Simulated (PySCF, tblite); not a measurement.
# C5H6FNSi: geometry, infrared bands and NMR shifts

Wanted: the infrared bands and NMR shifts of C5H6FNSi (`C#C[Si@](N)(F)C#CC`), by calculation.

The runs use tblite 0.8.0 and PySCF 2.14.0, with density-fitted response routines of our own; the level of theory stands in each step. All values are computed, except where a source is named. Atoms are numbered from 0 throughout.

### 1 The molecule as given

14 atoms, charge 0, multiplicity 1; geometry from: force field or distance geometry start.

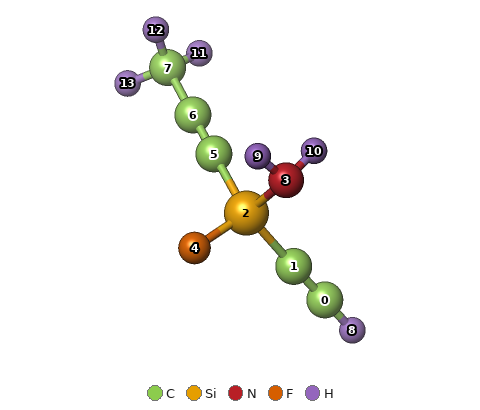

The starting geometry (carbon green, silicon amber, nitrogen red, fluorine orange, hydrogen purple), atoms numbered.

### 2 Optimising the geometry with GFN2-xTB

What the job is given:

```
{"job": {"kind": "relax", "xc": "GFN2-xTB", "basis": "xTB"}, "charge": 0, "multiplicity": 1}
C     -3.020700    -1.959700     0.262900
C     -2.362700    -0.995600    -0.024400
Si    -1.312300     0.483100    -0.436000
N     -1.584500     1.727300     0.693200
F     -1.769300     1.087500    -1.843700
C      0.509100     0.138900    -0.482500
C      1.696800    -0.074200    -0.503400
C      3.141000    -0.339300    -0.525300
H     -3.625000    -2.805600     0.510400
H     -1.098100     2.540100     0.365700
H     -1.121600     1.443900     1.559200
H      3.413400    -1.046700     0.264700
H      3.699300     0.580600    -0.376500
H      3.433900    -0.780900    -1.491400
```

On the command line:

```bash
OMP_NUM_THREADS=1 python probes_run.py task.json out
```

This one command runs all jobs of the session in turn.

**Question.** This job is followed by: GFN2-xTB harmonic vibrations, gas phase; GIAO PBE0/pcSseg-1 NMR shielding, non-relativistic, gas phase. What will the session give for the following? strongest single infrared mode (GFN2-xTB); zero-point energy (GFN2-xTB); 13C shifts against TMS (PBE0/pcSseg-1); 1H shifts against TMS (PBE0/pcSseg-1, means over atoms taken as alike); 29Si shifts against TMS (PBE0/pcSseg-1); 15N shifts against NH3 (PBE0/pcSseg-1); 19F shifts against CFCl3 (PBE0/pcSseg-1).

The runs gave:

| quantity | value |
| --- | --- |
| strongest single infrared mode (GFN2-xTB) | 848 cm⁻¹, 320 km/mol |
| zero-point energy (GFN2-xTB) | 58.6 kcal/mol |
| 13C shifts against TMS (PBE0/pcSseg-1) | 108.9, 98.2, 88.8, 86.2, 5.6 ppm |
| 1H shifts against TMS (PBE0/pcSseg-1, means over atoms taken as alike) | 2.06, 1.75, 0.81 ppm |
| 29Si shifts against TMS (PBE0/pcSseg-1) | -59.4 ppm |
| 15N shifts against NH3 (PBE0/pcSseg-1) | 28.5 ppm |
| 19F shifts against CFCl3 (PBE0/pcSseg-1) | -162.4 ppm |

What this shows: Relaxing lowered the energy by 0.247 eV in 84 steps; the close pair that moved most is C6–C7, from 1.468 to 1.445 Å. All 36 modes are real, so the xTB geometry is a minimum. The strongest single mode, at 848 cm⁻¹, has its largest shares on Si2, F4, H9 and H10 (the list is cut at 4 atoms). Unscaled tight-binding wavenumbers are off by several per cent, some by more. Its intensities can rank the bands wrongly.
